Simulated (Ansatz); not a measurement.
**BH5S3Si: up Jacob's ladder to CCSD(T), part 1 of 2**

Aim: compute BH5S3Si with functionals from several rungs and with coupled cluster. The yardstick is the atomisation energy at the CCSD(T) limit.

Program: Ansatz 0.2.0, Gaussian basis. Level of theory: functionals in def2-TZVPP, the program's frozen cores in correlated methods. These are calculated values, not measurements.

Levels to be run: LDA (SPW92), PBE-D4, revPBE-D4, BLYP-D4, r2SCAN-D4, B97M-V, PBE0-D4, B3LYP-D4, r2SCANh-D4, r2SCAN0-D4, HSE06-D4, BHLYP-D4, CAM-B3LYP-D4, LC-ωPBE, ωB97X-V, ωB97M-V, B2PLYP, PBE-QIDH; CCSD(T)/def2-SVP; CCSD(T)/def2-TZVPP; MP2/def2-QZVPP; extrapolation to the limit; RPA on PBE.

### 1 Structure used throughout

All runs share one geometry, relaxed beforehand with PBE0-D4 in a triple-zeta def2 set.

10 atoms, charge 0, spin multiplicity 1.

Atoms are counted from 1 here; the program's logs count them from 0.

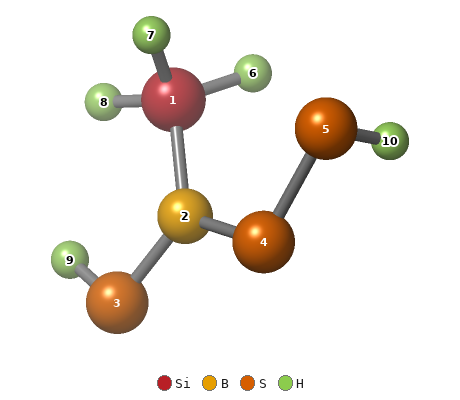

The structure; silicon red, boron amber, sulfur orange, hydrogen green; atoms are numbered from 1 in the order of the file.

### 2 LDA

This LDA is Slater exchange with PW92 correlation.

in.yaml reads:

```yaml
crystal:
  periodic: [false, false, false]
  atoms:
    - {symbol: Si, position_ang: [-1.006950, 0.648885, -0.065126]}
    - {symbol: B, position_ang: [0.349705, -0.792328, -0.420826]}
    - {symbol: S, position_ang: [0.292465, -1.817934, -1.889608]}
    - {symbol: S, position_ang: [1.707387, -1.156542, 0.696013]}
    - {symbol: S, position_ang: [1.421923, 0.147044, 2.271186]}
    - {symbol: H, position_ang: [-0.363243, 1.984830, 0.053489]}
    - {symbol: H, position_ang: [-1.784782, 0.376056, 1.171994]}
    - {symbol: H, position_ang: [-1.960065, 0.696663, -1.212647]}
    - {symbol: H, position_ang: [-0.804791, -1.264485, -2.431103]}
    - {symbol: H, position_ang: [2.231554, 1.126610, 1.829429]}
basis:
  gaussian: {orbitals: def2-TZVPP}
hamiltonian: {xc: lda}
output: {orbitals: {seedname: orbitals}}
```

Started as:

```bash
$ ansatz run in.yaml --threads 4 --pin off --events-out ev --progress --plain --max-ram 10444MiB
```

Output:

```text
Functional definition: SPW92
  name "SPW92"
  cite "Dirac, Proc. Camb. Phil. Soc. 26, 376 (1930) doi:10.1017/S0305004100016108"
  cite "Slater, Phys. Rev. 81, 385 (1951) doi:10.1103/PhysRev.81.385"
  cite "Perdew & Wang, Phys. Rev. B 45, 13244 (1992) doi:10.1103/PhysRevB.45.13244"
  exchange = slater_x
  correlation = pw_c
1604 factors; their error is unknown
mean field evaluation 1: about -40987.6971 eV, gradient 4.0e1 eV
mean field evaluation 2: about -40977.1264 eV, gradient 7.0e1 eV
mean field evaluation 4: about -40992.5971 eV, gradient 4.7e0 eV
mean field evaluation 8: about -40992.6497 eV, gradient 1.8e-1 eV
mean field evaluation 16: about -40992.6226 eV, gradient 1.1e-4 eV
mean field -40992.62264271 eV, -1506.4510963219 hartree, gradient 2.3e-5 eV, S^2 0.000000; 0 other end points of the search recorded, 0 dependent functions left out
reference -40992.62268345 eV, -1506.4510978193 hartree; 36, 36 occupied and 233, 233 virtual orbitals, 1604 factors
Total energy: -40992.62268345 eV, -1506.4510978193 hartree
```

Run time: 1.4 s. Hardware: 4 threads of Intel Xeon Platinum 8488C, shared host; peak memory 0.44 GiB.

With the free atoms at this level, -40956.101 eV in sum, the atomisation energy is 842.2 kcal/mol. HOMO -6.42 eV, LUMO -2.66 eV.

### 3 PBE-D4 (GGA)

Edit in.yaml of step 2 so:

```diff
@@ -15,3 +15,3 @@
   gaussian: {orbitals: def2-TZVPP}
-hamiltonian: {xc: lda}
-output: {orbitals: {seedname: orbitals}}
+hamiltonian: {xc: pbe, dispersion: d4}
+output: {forces: true, orbitals: {seedname: orbitals}}
```

Launched as before.

Output, cut to the lines that bear on the results:

```text
Functional definition: PBE
  name "PBE"
  cite "Perdew, Burke & Ernzerhof, Phys. Rev. Lett. 77, 3865 (1996) doi:10.1103/PhysRevLett.77.3865"
  parent pbe
[...]
1604 factors; their error is unknown
[...]
mean field -41125.15759962 eV, -1511.3216661529 hartree, gradient 6.2e-5 eV, S^2 0.000000; 0 other end points of the search recorded, 0 dependent functions left out
[...]
reference -41125.15764316 eV, -1511.3216677530 hartree; 36, 36 occupied and 233, 233 virtual orbitals, 1604 factors
Total energy: -41125.50997287 eV, -1511.3346156310 hartree
Atom 0 at    -1.006950     0.648885    -0.065126 Å, force     0.104440    -0.101590    -0.020557 eV/Å
Atom 1 at     0.349705    -0.792328    -0.420826 Å, force    -0.098046     0.112632     0.031912 eV/Å
Atom 2 at     0.292465    -1.817934    -1.889608 Å, force     0.215717    -0.251476    -0.085339 eV/Å
Atom 3 at     1.707387    -1.156542     0.696013 Å, force     0.169333    -0.242619    -0.153648 eV/Å
Atom 4 at     1.421923     0.147044     2.271186 Å, force    -0.201862     0.015796     0.386095 eV/Å
Atom 5 at    -0.363243     1.984830     0.053489 Å, force     0.051289     0.145158     0.018212 eV/Å
Atom 6 at    -1.784782     0.376056     1.171994 Å, force    -0.087480    -0.011472     0.129627 eV/Å
Atom 7 at    -1.960065     0.696663    -1.212647 Å, force    -0.100036     0.006775    -0.115383 eV/Å
Atom 8 at    -0.804791    -1.264485    -2.431103 Å, force    -0.223906     0.117848    -0.101571 eV/Å
Atom 9 at     2.231554     1.126610     1.829429 Å, force     0.170551     0.208948    -0.089349 eV/Å
Dipole moment:     0.000702     0.174041    -0.093468 e Å
```

It took 2.5 s on 4 threads of Intel Xeon Platinum 8488C, shared host; peak memory 0.45 GiB.

Atomisation energy: 745.8 kcal/mol (free atoms -41093.170 eV, run apart). HOMO -6.29 eV, LUMO -2.47 eV.

### 4 revPBE-D4 (GGA)

Edit in.yaml of step 3 so:

```diff
@@ -15,3 +15,3 @@
   gaussian: {orbitals: def2-TZVPP}
-hamiltonian: {xc: pbe, dispersion: d4}
-output: {forces: true, orbitals: {seedname: orbitals}}
+hamiltonian: {xc: {name: revPBE}, dispersion: d4}
+output: {orbitals: {seedname: orbitals}}
```

Same command.

Output:

```text
Functional definition: revPBE
  name "revPBE"
  cite "Zhang & Yang, Phys. Rev. Lett. 80, 890 (1998) doi:10.1103/PhysRevLett.80.890"
  cite "Perdew, Burke & Ernzerhof, Phys. Rev. Lett. 77, 3865 (1996) doi:10.1103/PhysRevLett.77.3865"
  parameter kappa = 1.245
  parameter beta = 0.06672455060314922
  exchange = pbe_x(kappa = kappa, mu = beta*pi^2/3)
  correlation = pbe_c(beta = beta)
1604 factors; their error is unknown
mean field evaluation 1: about -41132.4643 eV, gradient 3.7e1 eV
mean field evaluation 2: about -41124.1036 eV, gradient 6.3e1 eV
mean field evaluation 4: about -41136.6669 eV, gradient 3.7e0 eV
mean field evaluation 8: about -41136.7017 eV, gradient 1.3e-1 eV
mean field evaluation 16: about -41136.6742 eV, gradient 1.5e-4 eV
mean field -41136.67424050 eV, -1511.7448948989 hartree, gradient 3.2e-5 eV, S^2 0.000000; 0 other end points of the search recorded, 0 dependent functions left out
reference -41136.67429485 eV, -1511.7448968964 hartree; 36, 36 occupied and 233, 233 virtual orbitals, 1604 factors
Total energy: -41137.58529259 eV, -1511.7783754457 hartree
```

Wall time 2 s (4 threads of Intel Xeon Platinum 8488C, shared host); peak memory 0.45 GiB.

Atomisation energy: 730.9 kcal/mol (free atoms -41105.892 eV, run apart). HOMO -6.24 eV, LUMO -2.39 eV.

### 5 BLYP-D4 (GGA)

Edit in.yaml of step 4 so:

```diff
@@ -15,3 +15,3 @@
   gaussian: {orbitals: def2-TZVPP}
-hamiltonian: {xc: {name: revPBE}, dispersion: d4}
+hamiltonian: {xc: {name: BLYP}, dispersion: d4}
 output: {orbitals: {seedname: orbitals}}
```

Same command.

Output:

```text
Functional definition: BLYP
  name "BLYP"
  cite "Becke, Phys. Rev. A 38, 3098 (1988) doi:10.1103/PhysRevA.38.3098"
  cite "Lee, Yang & Parr, Phys. Rev. B 37, 785 (1988) doi:10.1103/PhysRevB.37.785"
  parameter beta = 0.0042
  parameter a = 0.04918
  parameter b = 0.132
  parameter c = 0.2533
  parameter d = 0.349
  exchange = b88_x(beta = beta)
  correlation = lyp_c(a = a, b = b, c = c, d = d)
1604 factors; their error is unknown
mean field evaluation 1: about -41138.7379 eV, gradient 3.9e1 eV
mean field evaluation 2: about -41129.7589 eV, gradient 6.6e1 eV
mean field evaluation 4: about -41143.5039 eV, gradient 4.2e0 eV
mean field evaluation 8: about -41143.5466 eV, gradient 1.5e-1 eV
mean field evaluation 16: about -41143.5186 eV, gradient 1.5e-4 eV
mean field -41143.51860598 eV, -1511.9964206912 hartree, gradient 3.6e-5 eV, S^2 0.000000; 0 other end points of the search recorded, 0 dependent functions left out
reference -41143.51899444 eV, -1511.9964349667 hartree; 36, 36 occupied and 233, 233 virtual orbitals, 1604 factors
Total energy: -41144.27492036 eV, -1512.0242147319 hartree
```

Run time: 2 s. Hardware: 4 threads of Intel Xeon Platinum 8488C, shared host; peak memory 0.45 GiB.

With the free atoms at this level, -41112.737 eV in sum, the atomisation energy is 727.3 kcal/mol. HOMO -6.12 eV, LUMO -2.27 eV.

### 6 r2SCAN-D4 (meta-GGA)

Edit in.yaml of step 5 so:

```diff
@@ -15,3 +15,3 @@
   gaussian: {orbitals: def2-TZVPP}
-hamiltonian: {xc: {name: BLYP}, dispersion: d4}
-output: {orbitals: {seedname: orbitals}}
+hamiltonian: {xc: r2scan, dispersion: d4}
+output: {forces: true, orbitals: {seedname: orbitals}}
```

Same command.

Output, cut to the lines that bear on the results:

```text
Functional definition: r2SCAN
  name "r2SCAN"
  cite "Furness, Kaplan, Ning, Perdew & Sun, J. Phys. Chem. Lett. 11, 8208 (2020) doi:10.1021/acs.jpclett.0c02405"
  cite "Furness, Kaplan, Ning, Perdew & Sun, J. Phys. Chem. Lett. 11, 9248 (2020) doi:10.1021/acs.jpclett.0c03077"
  parent r2scan
[...]
1604 factors; their error is unknown
[...]
mean field -41141.02777743 eV, -1511.9048844304 hartree, gradient 2.0e-5 eV, S^2 0.000000; 0 other end points of the search recorded, 0 dependent functions left out
[...]
reference -41141.02779053 eV, -1511.9048849118 hartree; 36, 36 occupied and 233, 233 virtual orbitals, 1604 factors
Total energy: -41141.11192494 eV, -1511.9079767943 hartree
Atom 0 at    -1.006950     0.648885    -0.065126 Å, force    -0.022681     0.003613    -0.022590 eV/Å
Atom 1 at     0.349705    -0.792328    -0.420826 Å, force    -0.076427     0.086335     0.024283 eV/Å
Atom 2 at     0.292465    -1.817934    -1.889608 Å, force     0.012678    -0.087168    -0.102454 eV/Å
Atom 3 at     1.707387    -1.156542     0.696013 Å, force     0.075091    -0.121965    -0.080921 eV/Å
Atom 4 at     1.421923     0.147044     2.271186 Å, force     0.001170     0.090274     0.183197 eV/Å
Atom 5 at    -0.363243     1.984830     0.053489 Å, force    -0.018810    -0.017084     0.004994 eV/Å
Atom 6 at    -1.784782     0.376056     1.171994 Å, force     0.010058     0.016753    -0.018999 eV/Å
Atom 7 at    -1.960065     0.696663    -1.212647 Å, force     0.014351     0.003188     0.024022 eV/Å
Atom 8 at    -0.804791    -1.264485    -2.431103 Å, force    -0.011336     0.001502    -0.010459 eV/Å
Atom 9 at     2.231554     1.126610     1.829429 Å, force     0.015906     0.024551    -0.001072 eV/Å
Dipole moment:    -0.017603     0.196472    -0.099067 e Å
```

Run time: 4 s. Hardware: 4 threads of Intel Xeon Platinum 8488C, shared host; peak memory 0.48 GiB.

With the free atoms at this level, -41109.024 eV in sum, the atomisation energy is 740.0 kcal/mol. HOMO -6.56 eV, LUMO -2.31 eV.

### 7 B97M-V (meta-GGA)

Edit in.yaml of step 6 so:

```diff
@@ -15,3 +15,3 @@
   gaussian: {orbitals: def2-TZVPP}
-hamiltonian: {xc: r2scan, dispersion: d4}
-output: {forces: true, orbitals: {seedname: orbitals}}
+hamiltonian: {xc: {name: B97M-V}}
+output: {orbitals: {seedname: orbitals}}
```

Launched as before.

Output, cut to the lines that bear on the results:

```text
Functional definition: B97M-V
  name "B97M-V"
  cite "Mardirossian & Head-Gordon, J. Chem. Phys. 142, 074111 (2015) doi:10.1063/1.4907719"
  cite "Becke, J. Chem. Phys. 107, 8554 (1997) doi:10.1063/1.475007"
  cite "Vydrov & Van Voorhis, J. Chem. Phys. 133, 244103 (2010) doi:10.1063/1.3521275"
  # Of w^i u^j: cxij and so on, Table III.
[...]
  gx(w, u) = cx00 + cx01*u + cx02*u^2 + (cx10 + cx11*u)*w
  gss(w, u) = css00 + css02*u^2 + css10*w + (css32*w^3 + css42*w^4)*u^2
  gos(w, u) = cos00 + cos01*u + cos03*u^3 + cos10*w + cos32*w^3*u^2
[...]
      + integral(e_c_pw_mod_opposite_spin*gos(b97_w_opposite, b97_u_opposite)) + vv10(b, c)
1604 factors; their error is unknown
[...]
mean field -41134.52841860 eV, -1511.6660373989 hartree, gradient 2.8e-5 eV, S^2 0.000000; 0 other end points of the search recorded, 0 dependent functions left out
reference -41134.52848462 eV, -1511.6660398248 hartree; 36, 36 occupied and 233, 233 virtual orbitals, 1604 factors
Total energy: -41134.52848462 eV, -1511.6660398248 hartree
```

It took 6.5 s on 4 threads of Intel Xeon Platinum 8488C, shared host; peak memory 0.55 GiB.

Atomisation energy: 745.6 kcal/mol (free atoms -41102.196 eV, run apart). HOMO -6.67 eV, LUMO -2.30 eV.

### 8 PBE0-D4 (hybrid)

Edit in.yaml of step 7 so:

```diff
@@ -15,3 +15,3 @@
   gaussian: {orbitals: def2-TZVPP}
-hamiltonian: {xc: {name: B97M-V}}
+hamiltonian: {xc: pbe0, dispersion: d4}
 output: {orbitals: {seedname: orbitals}}
```

Launched as before.

Output:

```text
Functional definition: PBE0
  name "PBE0"
  cite "Adamo & Barone, J. Chem. Phys. 110, 6158 (1999) doi:10.1063/1.478522"
  cite "Perdew, Burke & Ernzerhof, Phys. Rev. Lett. 77, 3865 (1996) doi:10.1103/PhysRevLett.77.3865"
  parent pbe
  parameter a = 0.25
  parameter kappa = 0.804
  parameter beta = 0.06672455060314922
  exchange = (1 - a)*pbe_x(kappa = kappa, mu = beta*pi^2/3) + a*exact_x
  correlation = pbe_c(beta = beta)
1700 factors; their error is unknown
mean field evaluation 1: about -41126.8300 eV, gradient 2.5e1 eV
mean field evaluation 2: about -41125.7140 eV, gradient 3.2e1 eV
mean field evaluation 4: about -41128.7140 eV, gradient 1.3e0 eV
mean field evaluation 8: about -41128.7190 eV, gradient 3.8e-2 eV
mean field evaluation 16: about -41128.7628 eV, gradient 2.8e-5 eV
mean field -41128.76275599 eV, -1511.4541532059 hartree, gradient 2.8e-5 eV, S^2 0.000000; 0 other end points of the search recorded, 0 dependent functions left out
reference -41128.76278865 eV, -1511.4541544062 hartree; 36, 36 occupied and 233, 233 virtual orbitals, 1700 factors
Total energy: -41129.06604359 eV, -1511.4652988198 hartree
```

It took 3.4 s on 4 threads of Intel Xeon Platinum 8488C, shared host; peak memory 0.92 GiB.

With the free atoms at this level, -41097.198 eV in sum, the atomisation energy is 734.9 kcal/mol. HOMO -7.51 eV, LUMO -1.64 eV.

### 9 B3LYP-D4 (hybrid)

B3LYP here takes the VWN-RPA correlation.

Edit in.yaml of step 8 so:

```diff
@@ -15,3 +15,3 @@
   gaussian: {orbitals: def2-TZVPP}
-hamiltonian: {xc: pbe0, dispersion: d4}
-output: {orbitals: {seedname: orbitals}}
+hamiltonian: {xc: {name: B3LYP}, dispersion: d4}
+output: {forces: true, orbitals: {seedname: orbitals}}
```

Launched as before.

Output, cut to the lines that bear on the results:

```text
Functional definition: B3LYP
  name "B3LYP"
  cite "Stephens, Devlin, Chabalowski & Frisch, J. Phys. Chem. 98, 11623 (1994) doi:10.1021/j100096a001"
  cite "Becke, Phys. Rev. A 38, 3098 (1988) doi:10.1103/PhysRevA.38.3098"
  cite "Lee, Yang & Parr, Phys. Rev. B 37, 785 (1988) doi:10.1103/PhysRevB.37.785"
  cite "Vosko, Wilk & Nusair, Can. J. Phys. 58, 1200 (1980) doi:10.1139/p80-159"
[...]
1643 factors; their error is unknown
[...]
mean field -41146.51137297 eV, -1512.1064028497 hartree, gradient 1.8e-5 eV, S^2 0.000000; 0 other end points of the search recorded, 0 dependent functions left out
[...]
reference -41146.51166182 eV, -1512.1064134644 hartree; 36, 36 occupied and 233, 233 virtual orbitals, 1643 factors
Total energy: -41147.08875630 eV, -1512.1276212956 hartree
Atom 0 at    -1.006950     0.648885    -0.065126 Å, force    -0.103234     0.081591    -0.010407 eV/Å
Atom 1 at     0.349705    -0.792328    -0.420826 Å, force    -0.060594     0.077387     0.029277 eV/Å
Atom 2 at     0.292465    -1.817934    -1.889608 Å, force    -0.049773    -0.059124    -0.138350 eV/Å
Atom 3 at     1.707387    -1.156542     0.696013 Å, force     0.133989    -0.275527    -0.203747 eV/Å
Atom 4 at     1.421923     0.147044     2.271186 Å, force     0.019639     0.252271     0.338666 eV/Å
Atom 5 at    -0.363243     1.984830     0.053489 Å, force    -0.048980    -0.085735    -0.007350 eV/Å
Atom 6 at    -1.784782     0.376056     1.171994 Å, force     0.047021     0.024959    -0.083813 eV/Å
Atom 7 at    -1.960065     0.696663    -1.212647 Å, force     0.055035     0.002196     0.074363 eV/Å
Atom 8 at    -0.804791    -1.264485    -2.431103 Å, force     0.014263    -0.030934    -0.025774 eV/Å
Atom 9 at     2.231554     1.126610     1.829429 Å, force    -0.007368     0.012916     0.027134 eV/Å
Dipole moment:    -0.013068     0.186079    -0.093082 e Å
```

It took 4.9 s on 4 threads of Intel Xeon Platinum 8488C, shared host; peak memory 0.97 GiB.

With the free atoms at this level, -41115.424 eV in sum, the atomisation energy is 730.2 kcal/mol. HOMO -7.26 eV, LUMO -1.77 eV.

### 10 r2SCANh-D4 (hybrid)

Edit in.yaml of step 9 so:

```diff
@@ -15,3 +15,3 @@
   gaussian: {orbitals: def2-TZVPP}
-hamiltonian: {xc: {name: B3LYP}, dispersion: d4}
-output: {forces: true, orbitals: {seedname: orbitals}}
+hamiltonian: {xc: {name: r2SCANh}, dispersion: d4}
+output: {orbitals: {seedname: orbitals}}
```

Launched as before.

Output, cut to the lines that bear on the results:

```text
Functional definition: r2SCANh
  name "r2SCANh"
  cite "Bursch, Neugebauer, Ehlert & Grimme, J. Chem. Phys. 156, 134105 (2022) doi:10.1063/5.0086040"
  cite "Furness, Kaplan, Ning, Perdew & Sun, J. Phys. Chem. Lett. 11, 8208 (2020) doi:10.1021/acs.jpclett.0c02405"
  cite "Furness, Kaplan, Ning, Perdew & Sun, J. Phys. Chem. Lett. 11, 9248 (2020) doi:10.1021/acs.jpclett.0c03077"
  parent r2scan
[...]
1604 factors; their error is unknown
[...]
mean field -41140.80265111 eV, -1511.8966111907 hartree, gradient 4.2e-5 eV, S^2 0.000000; 0 other end points of the search recorded, 0 dependent functions left out
reference -41140.80266315 eV, -1511.8966116330 hartree; 36, 36 occupied and 233, 233 virtual orbitals, 1604 factors
Total energy: -41140.89470766 eV, -1511.8999942065 hartree
```

It took 4.8 s on 4 threads of Intel Xeon Platinum 8488C, shared host; peak memory 0.92 GiB.

Atomisation energy: 735.2 kcal/mol (free atoms -41109.015 eV, run apart). HOMO -7.00 eV, LUMO -2.01 eV.

### 11 r2SCAN0-D4 (hybrid)

Edit in.yaml of step 10 so:

```diff
@@ -15,3 +15,3 @@
   gaussian: {orbitals: def2-TZVPP}
-hamiltonian: {xc: {name: r2SCANh}, dispersion: d4}
+hamiltonian: {xc: {name: r2SCAN0}, dispersion: d4}
 output: {orbitals: {seedname: orbitals}}
```

Launched as before.

Output, cut to the lines that bear on the results:

```text
Functional definition: r2SCAN0
  name "r2SCAN0"
  cite "Bursch, Neugebauer, Ehlert & Grimme, J. Chem. Phys. 156, 134105 (2022) doi:10.1063/5.0086040"
  cite "Furness, Kaplan, Ning, Perdew & Sun, J. Phys. Chem. Lett. 11, 8208 (2020) doi:10.1021/acs.jpclett.0c02405"
  cite "Furness, Kaplan, Ning, Perdew & Sun, J. Phys. Chem. Lett. 11, 9248 (2020) doi:10.1021/acs.jpclett.0c03077"
  parent r2scan
[...]
1700 factors; their error is unknown
[...]
mean field -41140.50252220 eV, -1511.8855816568 hartree, gradient 6.1e-5 eV, S^2 0.000000; 0 other end points of the search recorded, 0 dependent functions left out
reference -41140.50253264 eV, -1511.8855820405 hartree; 36, 36 occupied and 233, 233 virtual orbitals, 1700 factors
Total energy: -41140.60528144 eV, -1511.8893579890 hartree
```

It took 4.8 s on 4 threads of Intel Xeon Platinum 8488C, shared host; peak memory 0.94 GiB.

With the free atoms at this level, -41109.016 eV in sum, the atomisation energy is 728.5 kcal/mol. HOMO -7.67 eV, LUMO -1.56 eV.

### 12 HSE06-D4 (hybrid)

HSE06 is the plane-wave form, built on full-range PBE exchange.

Edit in.yaml of step 11 so:

```diff
@@ -15,3 +15,3 @@
   gaussian: {orbitals: def2-TZVPP}
-hamiltonian: {xc: {name: r2SCAN0}, dispersion: d4}
+hamiltonian: {xc: hse06, dispersion: d4}
 output: {orbitals: {seedname: orbitals}}
```

The command is unchanged.

Output, cut to the lines that bear on the results:

```text
Functional definition: HSE06
  name "HSE06"
  cite "Heyd, Scuseria & Ernzerhof, J. Chem. Phys. 118, 8207 (2003) doi:10.1063/1.1564060"
  cite "Krukau, Vydrov, Izmaylov & Scuseria, J. Chem. Phys. 125, 224106 (2006) doi:10.1063/1.2404663"
  cite "Heyd & Scuseria, J. Chem. Phys. 120, 7274 (2004) doi:10.1063/1.1668634"
  cite "Ernzerhof & Perdew, J. Chem. Phys. 109, 3313 (1998) doi:10.1063/1.476928"
  cite "Perdew, Burke & Ernzerhof, Phys. Rev. Lett. 77, 3865 (1996) doi:10.1103/PhysRevLett.77.3865"
  parent pbe
[...]
  # The whole range is PBE's own exchange, as in plane waves. The composition of these papers is wPBEh.
[...]
1700 factors; their error is unknown
119 factors; integrals over basis functions are off by at most 5.3e-7 eV
[...]
mean field -41127.92736644 eV, -1511.4234532062 hartree, gradient 4.8e-5 eV, S^2 0.000000; 0 other end points of the search recorded, 0 dependent functions left out
reference -41127.92740996 eV, -1511.4234548055 hartree; 36, 36 occupied and 233, 233 virtual orbitals, 1700 factors
Total energy: -41128.21439232 eV, -1511.4340012129 hartree
```

Run time: 3.6 s. Hardware: 4 threads of Intel Xeon Platinum 8488C, shared host; peak memory 0.96 GiB.

Atomisation energy: 735.4 kcal/mol (free atoms -41096.325 eV, run apart). HOMO -7.11 eV, LUMO -2.02 eV.

### 13 BHLYP-D4 (hybrid)

Edit in.yaml of step 12 so:

```diff
@@ -15,3 +15,3 @@
   gaussian: {orbitals: def2-TZVPP}
-hamiltonian: {xc: hse06, dispersion: d4}
+hamiltonian: {xc: {name: BHLYP}, dispersion: d4}
 output: {orbitals: {seedname: orbitals}}
```

The command is unchanged.

Output:

```text
Functional definition: BHLYP
  name "BHLYP"
  cite "Becke, J. Chem. Phys. 98, 1372 (1993) doi:10.1063/1.464304"
  cite "Becke, Phys. Rev. A 38, 3098 (1988) doi:10.1103/PhysRevA.38.3098"
  cite "Lee, Yang & Parr, Phys. Rev. B 37, 785 (1988) doi:10.1103/PhysRevB.37.785"
  parameter a = 0.5
  exchange = (1 - a)*b88_x + a*exact_x
  correlation = lyp_c
1819 factors; their error is unknown
mean field evaluation 1: about -41142.3802 eV, gradient 1.9e1 eV
mean field evaluation 2: about -41142.9302 eV, gradient 1.6e1 eV
mean field evaluation 4: about -41143.6115 eV, gradient 1.1e0 eV
mean field evaluation 8: about -41143.7307 eV, gradient 2.0e-1 eV
mean field evaluation 16: about -41143.7308 eV, gradient 3.4e-5 eV
mean field -41143.73077910 eV, -1512.0042179095 hartree, gradient 3.4e-5 eV, S^2 0.000000; 0 other end points of the search recorded, 0 dependent functions left out
reference -41143.73097465 eV, -1512.0042250958 hartree; 36, 36 occupied and 233, 233 virtual orbitals, 1819 factors
Total energy: -41144.22211679 eV, -1512.0222742367 hartree
```

Wall time 3.5 s (4 threads of Intel Xeon Platinum 8488C, shared host); peak memory 0.95 GiB.

With the free atoms at this level, -41113.317 eV in sum, the atomisation energy is 712.7 kcal/mol. HOMO -8.55 eV, LUMO -0.60 eV.

(Continued in part 2 of 2.)
